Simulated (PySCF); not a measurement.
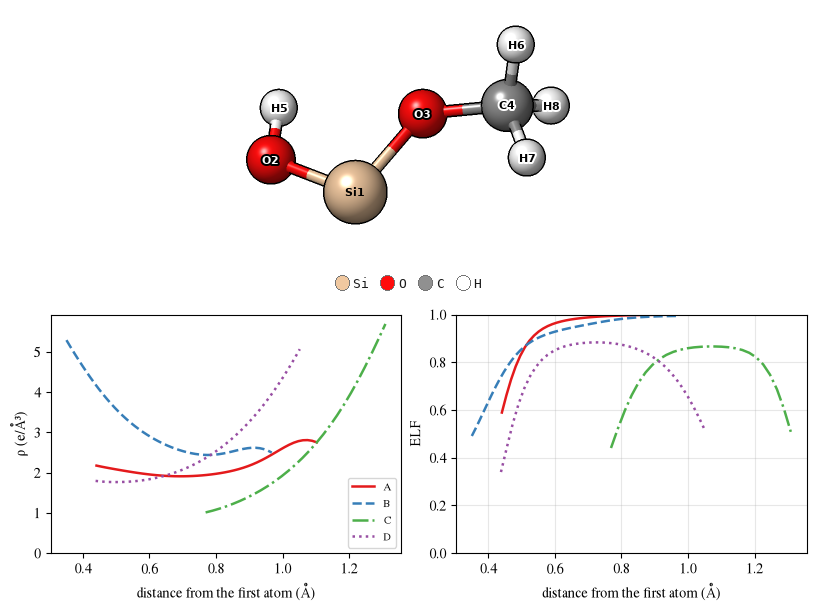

The picture shows: CH$_{4}$O$_{2}$Si (SMILES CO[Si]O). Total electron density and ELF along straight lines between neighbouring atoms. The curves leave out the atomic cores. The structure is drawn too.

Geometry: PBE0-D3(BJ)/def2-SVP.

All numbers below come from PBE0/pcSseg-2, SCF density, gas phase, non-relativistic in PySCF.

```yaml
atoms:
  - { symbol: Si, position_ang: [1.0921, -1.1333, 0.1450] }
  - { symbol: O, position_ang: [2.4857, -0.2478, 0.3327] }
  - { symbol: O, position_ang: [0.0119, 0.1431, -0.0087] }
  - { symbol: C, position_ang: [-1.3721, 0.0270, -0.2001] }
  - { symbol: H, position_ang: [2.3746, 0.7128, 0.3141] }
  - { symbol: H, position_ang: [-1.6656, 0.5178, -1.1423] }
  - { symbol: H, position_ang: [-1.7084, -1.0258, -0.2428] }
  - { symbol: H, position_ang: [-1.9100, 0.5243, 0.6234] }
```

Which curve belongs to which contact (C–H, C–O, O–H and Si–O)? The first atom named is at distance zero.

Curve A: C–H (1.10 Å): ρ at the midpoint is about 2 e/Å³; the ELF climbs to about 1 towards the hydrogen, as it does in any bond to H (a covalent bond by its length). Curve B: O–H (0.97 Å): ρ is about 3.7 e/Å³ halfway; the ELF climbs to about 1 towards the hydrogen; a covalent bond by its length. Curve C: Si–O (1.66 Å): the density is about 1.2 e/Å³ at the midpoint; the ELF peaks at about 0.85 between the atoms, as expected for a shared but strongly polarised pair. Curve D: C–O (1.40 Å): ρ at the midpoint is about 2.1 e/Å³, with its minimum of 1.8 e/Å³ about 0.5 Å from C; the ELF peaks at about 0.90 between the atoms, as expected for a polar covalent bond.
